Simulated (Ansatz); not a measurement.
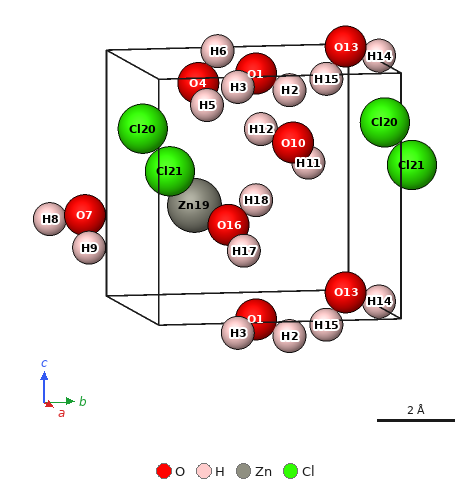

*The input geometry (spheres-only view of the cell of the calculation, seen slightly off an axis; atoms are numbered from 1 in the order of the input).*

# Molecular dynamics of ZnH12Cl2O6 (part 1 of 2)

System: ZnH12Cl2O6 (disordered cell, 21 atoms in the cell).
Method: DFT PBE-D3(BJ), scalar-relativistic, plane waves, PAW, no spin polarisation (Ansatz 0.2.0).

It belongs to a series of runs on one base structure; here: dynamics from the start. Figures and captions count atoms from 1; the log counts them from 0 in places.

## The input
```yaml
accuracy: low
crystal:
  lattice:
    - [6.468088, 0.0, 0.0]
    - [0.0, 6.468088, 0.0]
    - [0.0, 0.0, 6.468088]
  atoms:
    - { symbol: O, position: [0.90574013, 0.42173139, 1.00134374] }
    - { symbol: H, position: [0.94619844, 0.55107241, 0.93505627] }
    - { symbol: H, position: [1.01385097, 0.32297653, 0.96205495] }
    - { symbol: O, position: [0.45411015, 0.28112318, 0.91282313] }
    - { symbol: H, position: [0.58655018, 0.28827075, 0.83885099] }
    - { symbol: H, position: [0.48535982, 0.35373411, 1.04415696] }
    - { symbol: O, position: [0.27042786, 0.85273145, 0.3647417] }
    - { symbol: H, position: [0.18603901, 0.72593829, 0.34180652] }
    - { symbol: H, position: [0.37119286, 0.84788459, 0.24462585] }
    - { symbol: O, position: [0.50922007, 0.66048263, 0.66748736] }
    - { symbol: H, position: [0.41869632, 0.74345985, 0.57285904] }
    - { symbol: H, position: [0.41925321, 0.54743333, 0.71440101] }
    - { symbol: O, position: [0.55285698, 0.8683776, 0.05785865] }
    - { symbol: H, position: [0.52760262, 1.01151299, 0.01422988] }
    - { symbol: H, position: [0.54238668, 0.79084592, -0.07289183] }
    - { symbol: O, position: [0.66279813, 0.36061705, 0.35868836] }
    - { symbol: H, position: [0.77828407, 0.39900027, 0.26607835] }
    - { symbol: H, position: [0.64385403, 0.47857239, 0.45362733] }
    - { symbol: Zn, position: [0.213304, 0.31743186, 0.3856037] }
    - { symbol: Cl, position: [0.02788732, 0.92734439, 0.80401832] }
    - { symbol: Cl, position: [0.83619105, 1.0808653, 0.60419284] }
basis:
  ecutwfc: 420.0
kpoints:
  mp_grid: { grid: [1, 1, 1] }
hamiltonian:
  xc: pbe
  dispersion: d3bj
scf:
  occupations: { method: fermi_dirac, width: 0.05 }
  lower_state_search: "off"
md:
  timestep: 0.5
  n_steps: 300
  ensemble: nvt_langevin
  temperature: 300.0
  initial_velocities: maxwell_boltzmann
  seed: 340788
  friction: 0.02
```

Hardware: 1 thread of AMD EPYC (Zen 5), 16 GiB of memory available, shared host.

Command:
```bash
ansatz run input.yaml --threads 1 --pin off --max-ram 3072MiB --backend cpu --events-out ev --progress --plain --runs-dir out
```

## Log
```
Warning: md: disabling space-group detection — thermal motion breaks the input geometry's symmetry, so no spatial operation reduces the k-mesh or symmetrises the density; time reversal is kept, so that k and −k are solved as one point where they differ and the mesh holds both, and exact exchange and, on two spinor components, a DFT+U term hold to it where the run has them: on two components no moment then forms, and a state that bears one, which a typed moment (crystal.atoms[].spin; refused beside efield: under a hybrid functional) reaches, can lie lower, under hf by electronvolts; crystal.symmetry.detect: false (a key that needs symmetry detection or time reversal refuses this as the deck is read) with time_reversal: false beside it drops time reversal too
Engine: ansatz 0.2.0, x86_64-unknown-linux-gnu
Pseudopotentials: kind: paw
Pseudopotential: O, paw, valence charge 6, recommended cutoff 420 eV (normal), O.paw.azcp
Pseudopotential: H, paw, valence charge 1, recommended cutoff 420 eV (normal), H.paw.azcp
Pseudopotential: Zn, paw, valence charge 12, recommended cutoff 420 eV (normal), Zn.paw.azcp
Pseudopotential: Cl, paw, valence charge 7, recommended cutoff 420 eV (normal), Cl.paw.azcp
Functional definition: PBE
  parameter kappa = 0.804
  parameter beta = 0.06672455060314922
  exchange = pbe_x(kappa = kappa, mu = beta*pi^2/3)
  correlation = pbe_c(beta = beta)
Crystal: 21 atoms, lattice volume = 270.600 Å³
Basis set: ecut = 420 eV, 5257 PW (Γ), exchange–correlation on 90×90×90 points (8 copies of the dense FFT grid, shifted against one another)
Bands: 58, of which v1, the nominal top of the filled ones, is band 37 counted from 1 (36 counted from 0)
Symmetry: 1 space group operations
k-points: 1
Non-local potential: O, projectors of the file, l = 0: 2, l = 1: 2, l = 2: 1
Non-local potential: H, projectors of the file, l = 0: 2, l = 1: 1
Non-local potential: Zn, projectors of the file, l = 0: 2, l = 1: 2, l = 2: 3, l = 3: 1
Non-local potential: Cl, projectors of the file, l = 0: 2, l = 1: 2, l = 2: 2
PAW form: soft (Blöchl's): semilocal exchange-correlation on the pseudo side does not see the compensation charge
PAW one-centre angular grid: O, 110 points (default); XC on 64 Gauss nodes
PAW one-centre angular grid: H, 110 points (default); XC on 64 Gauss nodes
PAW one-centre angular grid: Zn, 590 points (default); XC on 64 Gauss nodes
PAW one-centre angular grid: Cl, 110 points (default); XC on 64 Gauss nodes
Initial density: superposition of atomic densities (neutral atoms: chi_scale 0, normalization atom), corrected by the library's trained network
Initial wavefunctions: pseudopotential atomic-orbital guess
Functional: x = pbe(κ = 0.804, μ = 0.2195149727645171), c = pbe(β = 0.06672455060314922)
SCF iter   1: F=—  HF=-9076.162008 eV  |F-HF|=—  |Δ(HF+E_count)|=         —  Δρ=7.73e-3  dr2=2.88e-1  ethr=1.77e-3  ⟨swp⟩=5.0  Hψ=241  notcnv=0  defer=15
preconditioner: auto → Resta (q_TF=auto, 2.198 Å⁻¹)  ε∞=2.6  [insulator: Δε(μ)=1.635 eV  Ē_g=15.273 eV  σ=0.050 eV  W_gap=1.00  n_scr=56 (ndim 8)  ℏωp=19.4 eV  f_vac=0.193  D(μ)=0.00/eV (n_scr^D=0)  ε∞_Penn≈2.6]
SCF iter   2: F=—  HF=-9076.069626 eV  |F-HF|=—  |Δ(HF+E_count)|=   9.24e-2  Δρ=4.10e-3  dr2=6.67e-2  ethr=3.90e-4  ⟨swp⟩=2.0  Hψ=72  notcnv=0  defer=16
SCF iter   3: F=—  HF=-9076.045329 eV  |F-HF|=—  |Δ(HF+E_count)|=   2.43e-2  Δρ=1.95e-3  dr2=1.18e-2  ethr=9.02e-5  ⟨swp⟩=2.0  Hψ=76  notcnv=0  defer=16
SCF iter   4: F=—  HF=-9076.042569 eV  |F-HF|=—  |Δ(HF+E_count)|=   2.76e-3  Δρ=6.46e-4  dr2=1.13e-3  ethr=1.60e-5  ⟨swp⟩=2.0  Hψ=101  notcnv=0  defer=16
SCF iter   5: F=—  HF=-9076.042611 eV  |F-HF|=—  |Δ(HF+E_count)|=   4.18e-5  Δρ=3.63e-4  dr2=2.53e-4  ethr=1.52e-6  ⟨swp⟩=2.0  Hψ=77  notcnv=0  defer=16
SCF iter   6: F=—  HF=-9076.042584 eV  |F-HF|=—  |Δ(HF+E_count)|=   2.64e-5  Δρ=8.98e-5  dr2=2.54e-5  ethr=3.42e-7  ⟨swp⟩=2.0  Hψ=77  notcnv=0  defer=16
SCF iter   7: F=—  HF=-9076.042496 eV  |F-HF|=—  |Δ(HF+E_count)|=   8.83e-5  Δρ=5.48e-5  dr2=5.56e-6  ethr=3.44e-8  ⟨swp⟩=3.0  Hψ=72  notcnv=0  defer=16
SCF iter   8: F=—  HF=-9076.042521 eV  |F-HF|=—  |Δ(HF+E_count)|=   2.45e-5  Δρ=1.76e-5  dr2=8.36e-7  ethr=7.51e-9  ⟨swp⟩=2.0  Hψ=77  notcnv=0  defer=16
SCF iter   9: F=—  HF=-9076.042521 eV  |F-HF|=—  |Δ(HF+E_count)|=   4.15e-7  Δρ=5.08e-6  dr2=8.17e-8  ethr=1.13e-9  ⟨swp⟩=3.0  Hψ=72  notcnv=0  defer=16
SCF iter  10: F=—  HF=-9076.042521 eV  |F-HF|=—  |Δ(HF+E_count)|=   1.21e-7  Δρ=3.09e-6  dr2=2.18e-8  ethr=2.84e-11  ⟨swp⟩=5.0  Hψ=194  notcnv=0
SCF iter  11: F=-9076.042521 eV  HF=-9076.042521 eV  |F-HF|=2.38e-9  |Δ(HF+E_count)|=   1.02e-8  Δρ=9.92e-7  dr2=2.87e-9  ethr=2.84e-11  ⟨swp⟩=5.0  Hψ=166  notcnv=0
SCF 1 converged in 11 iterations: F = -9076.042521 eV  dr2 = 2.87e-9
  greatest PAW one-centre occupation: 0.986 electrons in one spin orbital (limit 2), on the Zn atom at site 18 (counted from 0), in its partial waves of l = 2
md step     0: t =     0.00 fs  T =   285.7 K  F+E_penalty+E_count = -9076.04252126 eV  E_kin = 0.775560 eV  (11 SCF iters)
Initial density: handed on by an earlier stage of this run
Initial wavefunctions: those handed on with the density
iter 1 solved again at ethr=5.06e-6 eV; its pass at ethr=3.10e-3 eV (dr2=3.75e-3 eV) is discarded
SCF iter   1: F=—  HF=-9076.034744 eV  |F-HF|=—  |Δ(HF+E_count)|=         —  Δρ=1.99e-3  dr2=4.15e-3  ethr=5.06e-6  ⟨swp⟩=7.0  Hψ=273  notcnv=0  defer=1
preconditioner: auto → Resta (q_TF=auto, 2.198 Å⁻¹)  ε∞=2.6  [insulator: Δε(μ)=1.689 eV  Ē_g=15.220 eV  σ=0.050 eV  W_gap=1.00  n_scr=56 (ndim 8)  ℏωp=19.4 eV  f_vac=0.187  D(μ)=0.00/eV (n_scr^D=0)  ε∞_Penn≈2.6]
SCF iter   2: F=—  HF=-9076.034440 eV  |F-HF|=—  |Δ(HF+E_count)|=   3.04e-4  Δρ=9.28e-4  dr2=7.60e-4  ethr=5.06e-6  ⟨swp⟩=2.0  Hψ=82  notcnv=0
SCF iter   3: F=—  HF=-9076.034535 eV  |F-HF|=—  |Δ(HF+E_count)|=   9.50e-5  Δρ=3.83e-4  dr2=1.63e-4  ethr=1.03e-6  ⟨swp⟩=2.0  Hψ=84  notcnv=0
SCF iter   4: F=—  HF=-9076.034568 eV  |F-HF|=—  |Δ(HF+E_count)|=   3.29e-5  Δρ=6.02e-5  dr2=1.02e-5  ethr=2.20e-7  ⟨swp⟩=2.0  Hψ=95  notcnv=0
SCF iter   5: F=—  HF=-9076.034477 eV  |F-HF|=—  |Δ(HF+E_count)|=   9.04e-5  Δρ=4.36e-5  dr2=4.74e-6  ethr=1.38e-8  ⟨swp⟩=2.0  Hψ=93  notcnv=0
SCF iter   6: F=—  HF=-9076.034477 eV  |F-HF|=—  |Δ(HF+E_count)|=   1.47e-7  Δρ=9.94e-6  dr2=2.57e-7  ethr=6.41e-9  ⟨swp⟩=2.0  Hψ=90  notcnv=0
SCF iter   7: F=—  HF=-9076.034477 eV  |F-HF|=—  |Δ(HF+E_count)|=   2.07e-7  Δρ=5.62e-6  dr2=7.41e-8  ethr=3.47e-10  ⟨swp⟩=2.0  Hψ=91  notcnv=0
SCF iter   8: F=-9076.034477 eV  HF=-9076.034477 eV  |F-HF|=4.03e-9  |Δ(HF+E_count)|=  8.06e-10  Δρ=1.07e-6  dr2=2.64e-9  ethr=2.84e-11  ⟨swp⟩=3.0  Hψ=219  notcnv=0
SCF 2 converged in 8 iterations: F = -9076.034477 eV  dr2 = 2.64e-9
md step     1: t =     0.50 fs  T =   283.5 K  F+E_penalty+E_count = -9076.03447739 eV  E_kin = 0.769415 eV  (8 SCF iters)
[... from here on the SCF iterations and repeated set-up lines of each step are left out, up to the last step ...]
md step     2: t =     1.00 fs  T =   289.6 K  F+E_penalty+E_count = -9076.00975437 eV  E_kin = 0.786132 eV  (8 SCF iters)
md step     3: t =     1.50 fs  T =   266.7 K  F+E_penalty+E_count = -9075.97656916 eV  E_kin = 0.723978 eV  (8 SCF iters)
md step     4: t =     2.00 fs  T =   270.9 K  F+E_penalty+E_count = -9075.94686742 eV  E_kin = 0.735362 eV  (8 SCF iters)
md step     5: t =     2.50 fs  T =   272.6 K  F+E_penalty+E_count = -9075.92840258 eV  E_kin = 0.740028 eV  (6 SCF iters)
md step     6: t =     3.00 fs  T =   279.1 K  F+E_penalty+E_count = -9075.92428250 eV  E_kin = 0.757488 eV  (6 SCF iters)
md step     7: t =     3.50 fs  T =   285.6 K  F+E_penalty+E_count = -9075.92991065 eV  E_kin = 0.775165 eV  (6 SCF iters)
md step     8: t =     4.00 fs  T =   275.5 K  F+E_penalty+E_count = -9075.93785310 eV  E_kin = 0.747858 eV  (6 SCF iters)
md step     9: t =     4.50 fs  T =   280.4 K  F+E_penalty+E_count = -9075.93912933 eV  E_kin = 0.761166 eV  (6 SCF iters)
md step    10: t =     5.00 fs  T =   287.1 K  F+E_penalty+E_count = -9075.92702083 eV  E_kin = 0.779233 eV  (8 SCF iters)
md step    11: t =     5.50 fs  T =   271.2 K  F+E_penalty+E_count = -9075.90005334 eV  E_kin = 0.736213 eV  (6 SCF iters)
md step    12: t =     6.00 fs  T =   259.3 K  F+E_penalty+E_count = -9075.86862120 eV  E_kin = 0.703897 eV  (7 SCF iters)
md step    13: t =     6.50 fs  T =   244.6 K  F+E_penalty+E_count = -9075.84634680 eV  E_kin = 0.663994 eV  (6 SCF iters)
md step    14: t =     7.00 fs  T =   234.0 K  F+E_penalty+E_count = -9075.83249608 eV  E_kin = 0.635093 eV  (7 SCF iters)
md step    15: t =     7.50 fs  T =   211.2 K  F+E_penalty+E_count = -9075.82475544 eV  E_kin = 0.573293 eV  (6 SCF iters)
md step    16: t =     8.00 fs  T =   212.7 K  F+E_penalty+E_count = -9075.82098736 eV  E_kin = 0.577338 eV  (6 SCF iters)
md step    17: t =     8.50 fs  T =   204.8 K  F+E_penalty+E_count = -9075.81752707 eV  E_kin = 0.556010 eV  (6 SCF iters)
md step    18: t =     9.00 fs  T =   211.9 K  F+E_penalty+E_count = -9075.81070638 eV  E_kin = 0.575200 eV  (6 SCF iters)
md step    19: t =     9.50 fs  T =   204.2 K  F+E_penalty+E_count = -9075.80074338 eV  E_kin = 0.554277 eV  (7 SCF iters)
md step    20: t =    10.00 fs  T =   213.1 K  F+E_penalty+E_count = -9075.79127194 eV  E_kin = 0.578320 eV  (8 SCF iters)
md step    21: t =    10.50 fs  T =   211.1 K  F+E_penalty+E_count = -9075.78300483 eV  E_kin = 0.572950 eV  (6 SCF iters)
md step    22: t =    11.00 fs  T =   202.4 K  F+E_penalty+E_count = -9075.77780233 eV  E_kin = 0.549420 eV  (6 SCF iters)
md step    23: t =    11.50 fs  T =   209.1 K  F+E_penalty+E_count = -9075.77864724 eV  E_kin = 0.567464 eV  (6 SCF iters)
md step    24: t =    12.00 fs  T =   207.7 K  F+E_penalty+E_count = -9075.78709749 eV  E_kin = 0.563681 eV  (6 SCF iters)
md step    25: t =    12.50 fs  T =   203.0 K  F+E_penalty+E_count = -9075.79713118 eV  E_kin = 0.550931 eV  (6 SCF iters)
md step    26: t =    13.00 fs  T =   198.3 K  F+E_penalty+E_count = -9075.80184228 eV  E_kin = 0.538148 eV  (6 SCF iters)
md step    27: t =    13.50 fs  T =   194.4 K  F+E_penalty+E_count = -9075.79502883 eV  E_kin = 0.527715 eV  (6 SCF iters)
md step    28: t =    14.00 fs  T =   189.3 K  F+E_penalty+E_count = -9075.77887703 eV  E_kin = 0.513899 eV  (6 SCF iters)
md step    29: t =    14.50 fs  T =   185.8 K  F+E_penalty+E_count = -9075.75929365 eV  E_kin = 0.504424 eV  (6 SCF iters)
md step    30: t =    15.00 fs  T =   174.5 K  F+E_penalty+E_count = -9075.74070958 eV  E_kin = 0.473715 eV  (8 SCF iters)
md step    31: t =    15.50 fs  T =   167.3 K  F+E_penalty+E_count = -9075.73430367 eV  E_kin = 0.454200 eV  (6 SCF iters)
md step    32: t =    16.00 fs  T =   169.2 K  F+E_penalty+E_count = -9075.74633262 eV  E_kin = 0.459292 eV  (6 SCF iters)
md step    33: t =    16.50 fs  T =   174.3 K  F+E_penalty+E_count = -9075.77141451 eV  E_kin = 0.473202 eV  (6 SCF iters)
md step    34: t =    17.00 fs  T =   172.3 K  F+E_penalty+E_count = -9075.79958589 eV  E_kin = 0.467673 eV  (6 SCF iters)
md step    35: t =    17.50 fs  T =   177.8 K  F+E_penalty+E_count = -9075.81987629 eV  E_kin = 0.482559 eV  (6 SCF iters)
md step    36: t =    18.00 fs  T =   175.8 K  F+E_penalty+E_count = -9075.82358206 eV  E_kin = 0.477307 eV  (6 SCF iters)
md step    37: t =    18.50 fs  T =   175.5 K  F+E_penalty+E_count = -9075.80951493 eV  E_kin = 0.476345 eV  (6 SCF iters)
md step    38: t =    19.00 fs  T =   174.3 K  F+E_penalty+E_count = -9075.79057430 eV  E_kin = 0.473006 eV  (6 SCF iters)
md step    39: t =    19.50 fs  T =   170.8 K  F+E_penalty+E_count = -9075.78177537 eV  E_kin = 0.463623 eV  (6 SCF iters)
md step    40: t =    20.00 fs  T =   170.7 K  F+E_penalty+E_count = -9075.78779135 eV  E_kin = 0.463366 eV  (8 SCF iters)
md step    41: t =    20.50 fs  T =   189.8 K  F+E_penalty+E_count = -9075.80692786 eV  E_kin = 0.515297 eV  (6 SCF iters)
md step    42: t =    21.00 fs  T =   205.1 K  F+E_penalty+E_count = -9075.83298848 eV  E_kin = 0.556707 eV  (6 SCF iters)
md step    43: t =    21.50 fs  T =   218.5 K  F+E_penalty+E_count = -9075.85732298 eV  E_kin = 0.593123 eV  (6 SCF iters)
md step    44: t =    22.00 fs  T =   232.1 K  F+E_penalty+E_count = -9075.87070587 eV  E_kin = 0.629944 eV  (7 SCF iters)
md step    45: t =    22.50 fs  T =   237.9 K  F+E_penalty+E_count = -9075.86696336 eV  E_kin = 0.645718 eV  (6 SCF iters)
md step    46: t =    23.00 fs  T =   221.5 K  F+E_penalty+E_count = -9075.84601554 eV  E_kin = 0.601208 eV  (6 SCF iters)
md step    47: t =    23.50 fs  T =   227.5 K  F+E_penalty+E_count = -9075.81557784 eV  E_kin = 0.617525 eV  (5 SCF iters)
md step    48: t =    24.00 fs  T =   221.3 K  F+E_penalty+E_count = -9075.78423798 eV  E_kin = 0.600593 eV  (6 SCF iters)
md step    49: t =    24.50 fs  T =   204.4 K  F+E_penalty+E_count = -9075.76286899 eV  E_kin = 0.554802 eV  (7 SCF iters)
md step    50: t =    25.00 fs  T =   204.3 K  F+E_penalty+E_count = -9075.75770143 eV  E_kin = 0.554589 eV  (8 SCF iters)
md step    51: t =    25.50 fs  T =   201.8 K  F+E_penalty+E_count = -9075.76646529 eV  E_kin = 0.547684 eV  (6 SCF iters)
md step    52: t =    26.00 fs  T =   204.2 K  F+E_penalty+E_count = -9075.78369656 eV  E_kin = 0.554309 eV  (6 SCF iters)
md step    53: t =    26.50 fs  T =   218.3 K  F+E_penalty+E_count = -9075.79569257 eV  E_kin = 0.592479 eV  (6 SCF iters)
md step    54: t =    27.00 fs  T =   216.6 K  F+E_penalty+E_count = -9075.79022759 eV  E_kin = 0.587882 eV  (6 SCF iters)
md step    55: t =    27.50 fs  T =   207.0 K  F+E_penalty+E_count = -9075.76245514 eV  E_kin = 0.561844 eV  (6 SCF iters)
md step    56: t =    28.00 fs  T =   202.0 K  F+E_penalty+E_count = -9075.71660566 eV  E_kin = 0.548318 eV  (6 SCF iters)
md step    57: t =    28.50 fs  T =   189.0 K  F+E_penalty+E_count = -9075.66484956 eV  E_kin = 0.512899 eV  (6 SCF iters)
md step    58: t =    29.00 fs  T =   168.9 K  F+E_penalty+E_count = -9075.62894057 eV  E_kin = 0.458390 eV  (6 SCF iters)
md step    59: t =    29.50 fs  T =   172.8 K  F+E_penalty+E_count = -9075.62244511 eV  E_kin = 0.468973 eV  (6 SCF iters)
md step    60: t =    30.00 fs  T =   178.5 K  F+E_penalty+E_count = -9075.64688326 eV  E_kin = 0.484498 eV  (8 SCF iters)
md step    61: t =    30.50 fs  T =   202.7 K  F+E_penalty+E_count = -9075.69174377 eV  E_kin = 0.550195 eV  (6 SCF iters)
md step    62: t =    31.00 fs  T =   218.2 K  F+E_penalty+E_count = -9075.73544965 eV  E_kin = 0.592293 eV  (6 SCF iters)
md step    63: t =    31.50 fs  T =   221.3 K  F+E_penalty+E_count = -9075.76012260 eV  E_kin = 0.600603 eV  (6 SCF iters)
md step    64: t =    32.00 fs  T =   229.6 K  F+E_penalty+E_count = -9075.75570465 eV  E_kin = 0.623227 eV  (6 SCF iters)
md step    65: t =    32.50 fs  T =   213.0 K  F+E_penalty+E_count = -9075.72198611 eV  E_kin = 0.578136 eV  (6 SCF iters)
md step    66: t =    33.00 fs  T =   199.6 K  F+E_penalty+E_count = -9075.68349747 eV  E_kin = 0.541772 eV  (6 SCF iters)
md step    67: t =    33.50 fs  T =   183.2 K  F+E_penalty+E_count = -9075.65498592 eV  E_kin = 0.497400 eV  (6 SCF iters)
md step    68: t =    34.00 fs  T =   181.8 K  F+E_penalty+E_count = -9075.64226751 eV  E_kin = 0.493357 eV  (6 SCF iters)
md step    69: t =    34.50 fs  T =   180.2 K  F+E_penalty+E_count = -9075.64974614 eV  E_kin = 0.489077 eV  (7 SCF iters)
md step    70: t =    35.00 fs  T =   184.0 K  F+E_penalty+E_count = -9075.67384938 eV  E_kin = 0.499521 eV  (8 SCF iters)
md step    71: t =    35.50 fs  T =   218.2 K  F+E_penalty+E_count = -9075.70824515 eV  E_kin = 0.592368 eV  (6 SCF iters)
md step    72: t =    36.00 fs  T =   219.4 K  F+E_penalty+E_count = -9075.73764600 eV  E_kin = 0.595491 eV  (6 SCF iters)
md step    73: t =    36.50 fs  T =   221.9 K  F+E_penalty+E_count = -9075.75214422 eV  E_kin = 0.602355 eV  (7 SCF iters)
md step    74: t =    37.00 fs  T =   217.3 K  F+E_penalty+E_count = -9075.74674358 eV  E_kin = 0.589918 eV  (6 SCF iters)
md step    75: t =    37.50 fs  T =   206.2 K  F+E_penalty+E_count = -9075.72794102 eV  E_kin = 0.559853 eV  (6 SCF iters)
md step    76: t =    38.00 fs  T =   191.0 K  F+E_penalty+E_count = -9075.70776648 eV  E_kin = 0.518428 eV  (6 SCF iters)
md step    77: t =    38.50 fs  T =   173.3 K  F+E_penalty+E_count = -9075.69090634 eV  E_kin = 0.470506 eV  (6 SCF iters)
automatic band count: iteration 1 solves 42 bands in place of 58: the levels show a ga
[...]
iter 1 solved again at ethr=1.23e-5 eV; its pass at ethr=3.10e-3 eV (dr2=9.14e-3 eV) is discarded
SCF iter   1: F=—  HF=-9075.571178 eV  |F-HF|=—  |Δ(HF+E_count)|=         —  Δρ=2.63e-3  dr2=9.80e-3  ethr=1.23e-5  ⟨swp⟩=5.0  Hψ=296  notcnv=0
preconditioner: auto → Resta (q_TF=auto, 2.198 Å⁻¹)  ε∞=2.6  [insulator: Δε(μ)=2.047 eV  Ē_g=15.316 eV  σ=0.050 eV  W_gap=1.00  n_scr=56 (ndim 8)  ℏωp=19.4 eV  f_vac=0.194  D(μ)=0.00/eV (n_scr^D=0)  ε∞_Penn≈2.6]
SCF iter   2: F=—  HF=-9075.569606 eV  |F-HF|=—  |Δ(HF+E_count)|=   1.57e-3  Δρ=1.13e-3  dr2=1.31e-3  ethr=1.23e-5  ⟨swp⟩=2.0  Hψ=109  notcnv=0
SCF iter   3: F=—  HF=-9075.569546 eV  |F-HF|=—  |Δ(HF+E_count)|=   5.95e-5  Δρ=5.46e-4  dr2=2.88e-4  ethr=1.77e-6  ⟨swp⟩=2.0  Hψ=88  notcnv=0
SCF iter   4: F=—  HF=-9075.569589 eV  |F-HF|=—  |Δ(HF+E_count)|=   4.29e-5  Δρ=1.39e-4  dr2=3.61e-5  ethr=3.89e-7  ⟨swp⟩=2.0  Hψ=88  notcnv=0
SCF iter   5: F=—  HF=-9075.569587 eV  |F-HF|=—  |Δ(HF+E_count)|=   2.30e-6  Δρ=3.19e-5  dr2=3.65e-6  ethr=4.87e-8  ⟨swp⟩=2.0  Hψ=90  notcnv=0
SCF iter   6: F=—  HF=-9075.569585 eV  |F-HF|=—  |Δ(HF+E_count)|=   1.44e-6  Δρ=1.04e-5  dr2=3.73e-7  ethr=4.93e-9  ⟨swp⟩=2.0  Hψ=83  notcnv=0
SCF iter   7: F=—  HF=-9075.569585 eV  |F-HF|=—  |Δ(HF+E_count)|=   2.21e-7  Δρ=7.10e-6  dr2=9.69e-8  ethr=5.04e-10  ⟨swp⟩=2.0  Hψ=95  notcnv=0
SCF iter   8: F=-9075.569585 eV  HF=-9075.569585 eV  |F-HF|=2.64e-9  |Δ(HF+E_count)|=   1.88e-8  Δρ=1.57e-6  dr2=4.31e-9  ethr=2.84e-11  ⟨swp⟩=3.0  Hψ=208  notcnv=0
SCF 301 converged in 8 iterations: F = -9075.569585 eV  dr2 = 4.31e-9
md step   300: t =   150.00 fs  T =   325.8 K  F+E_penalty+E_count = -9075.56958541 eV  E_kin = 0.884279 eV  (8 SCF iters)
```

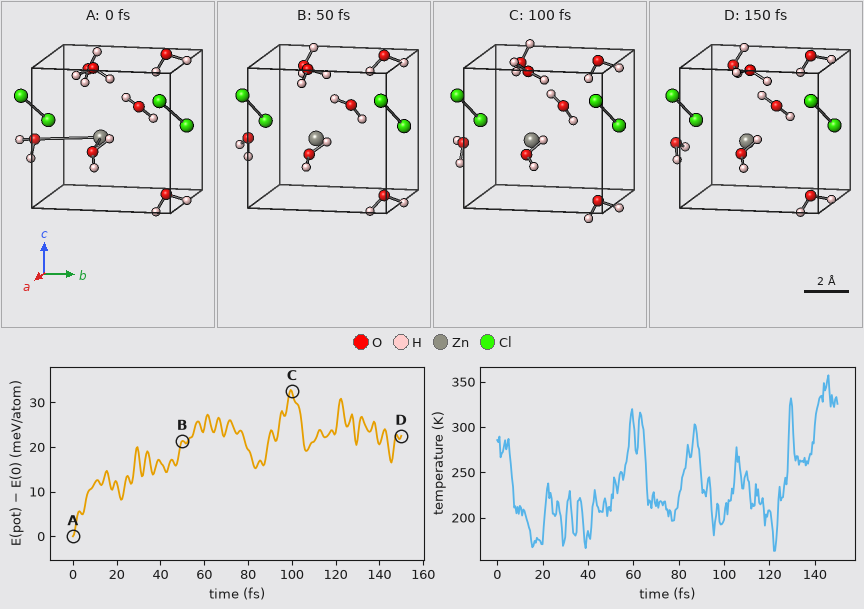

*Frames of the molecular dynamics (ball-and-stick, simulation cell, seen slightly off an axis) above the curves, on which the letters mark them.*

The trajectory kept here has 301 frames over 150 fs. The temperature starts at 286 K, ranges from 163 to 357 K and averages 249 K over the second half. The potential energy ends 22.5 meV/atom above its first value. With the common drift removed, the root-mean-square displacement is 0.41 Å, and H8 has moved furthest (0.89 Å).
